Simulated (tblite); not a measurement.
**Run report: C$_{6}$H$_{7}$FO, frequency calculation**

- system: C$_{6}$H$_{7}$FO
- method: GFN2-xTB harmonic vibrations, gas phase (tblite 0.8.0)

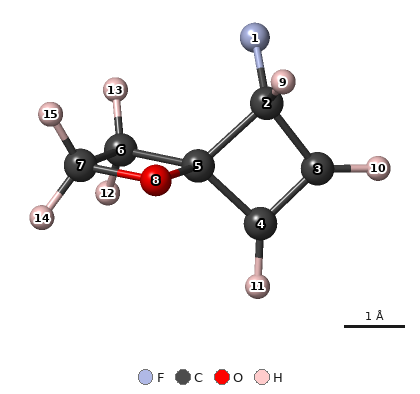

Figure 1. The input geometry (ball-and-stick view, seen at a tilt; atoms are numbered from 1 in the order of the input). Bond lengths as drawn: C–C 1.33 to 1.56 Å, C–F 1.37 Å, C–H 1.07 to 1.09 Å and C–O 1.42 to 1.43 Å.

Summary:

```json
{"quantity": "outcome", "value": "converged"}
{"quantity": "total energy", "value": "−683.9658 eV"}
{"quantity": "zero-point energy", "value": "72.3770 kcal/mol"}
{"quantity": "hardware", "value": "1 CPU thread, shared host"}
{"quantity": "wall time", "value": "0.68 s"}
{"quantity": "peak memory", "value": "0.18 GiB"}
```

The input:
```
{"job": {"kind": "ir", "xc": "GFN2-xTB", "basis": "xTB"}, "charge": 0, "multiplicity": 1}
F     -1.031007    -1.723348     1.195435
C     -1.215410    -0.406122     0.853644
C     -2.119021    -0.132454    -0.318118
C     -1.179074     0.491244    -1.024727
C     -0.088090     0.228780    -0.018352
C      1.176861    -0.563377    -0.355743
C      1.912414     0.627874     0.262647
O      0.675037     1.301815     0.522396
H     -1.434366     0.142130     1.772956
H     -3.151954    -0.373438    -0.478330
H     -1.162760     1.013378    -1.962203
H      1.342517    -0.715534    -1.418634
H      1.269643    -1.504753     0.178551
H      2.544592     1.202606    -0.418363
H      2.456205     0.419189     1.186928
```

The first line tells a small driver script what to run in tblite; the rest is the geometry in Å.

Launch command:
```bash
OMP_NUM_THREADS=1 python <driver script> task.json out
```

Output:
```
mode    cm-1     km/mol
  1      97.5      2.01
  2     132.0      6.98
  3     200.9      6.55
  4     305.5      4.66
  5     333.4      1.04
  6     441.6      1.05
  7     534.3      8.85
  8     584.8     11.41
  9     790.6      4.52
 10     802.0      4.66
 11     826.6      1.23
 12     863.7     38.22
 13     890.0     14.26
 14     924.6      2.16
 15     987.6     17.59
 16    1024.0     12.13
 17    1036.2     39.54
 18    1053.9     69.47
 19    1078.6     69.23
 20    1104.0     16.08
 21    1110.5     13.88
 22    1128.5      8.21
 23    1152.1     14.94
 24    1158.5      3.76
 25    1205.7      3.29
 26    1228.9      8.61
 27    1262.3      8.60
 28    1278.0     29.78
 29    1300.8     45.51
 30    1449.1      2.13
 31    1478.2      0.45
 32    1644.3      0.31
 33    2940.3     33.22
 34    2957.4     25.24
 35    2960.6     46.71
 36    3032.5     24.40
 37    3036.9     11.38
 38    3136.0     12.58
 39    3155.5     27.39
```

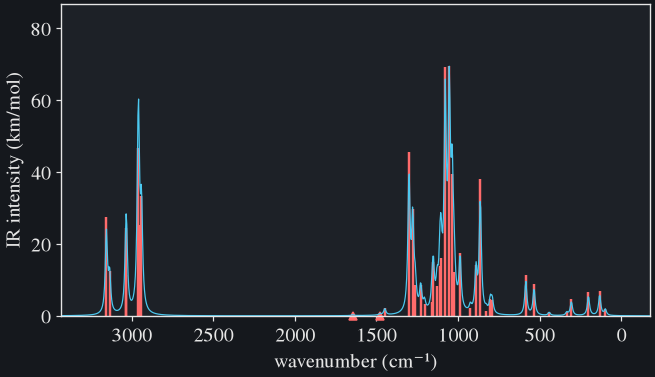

Figure 2. Harmonic infrared spectrum, unscaled: sticks (degenerate modes added up, dark ones marked on the axis) with a Lorentzian envelope of 16 cm⁻¹ full width, scaled to the tallest stick. 39 modes from 98 to 3156 cm⁻¹, none imaginary. The strongest line is at 1054 cm⁻¹ (69 km/mol).
